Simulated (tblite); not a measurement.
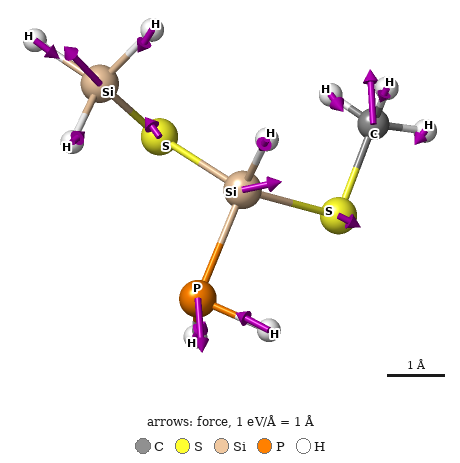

Starting geometry of CH9PS2Si2 with the computed forces as purple arrows. A ball-and-stick model, seen at a tilt.

The calculation used tblite 0.8.0, GFN2-xTB geometry optimisation, gas phase. 

> Is this structure relaxed? If not, where do the atoms go?

It isn't relaxed: the largest force vector, on a Si atom, is 1.15 eV/Å. The final displacements have little in common with the starting forces (cosine between the two patterns 0.14). The energy falls by 5.85 kcal/mol in 182 geometry steps. The largest move after the best rigid fit is that of an H atom, 1.65 Å. By element the largest moves are H 1.65 Å, S 1.17 Å, P 0.61 Å, Si 0.50 Å, C 0.25 Å. Among the contacts that change: H–P 1.421 → 1.379 Å, P–Si 2.202 → 2.240 Å, H–Si 1.492 → 1.456 Å, S–Si 2.127 → 2.157 Å. Bond angles that change, for instance: S–Si–H 109.4° → 101.4°, Si–S–Si 95.6° → 103.5°, S–Si–H 111.6° → 105.9°. Groups turn about S–Si by about 55°.
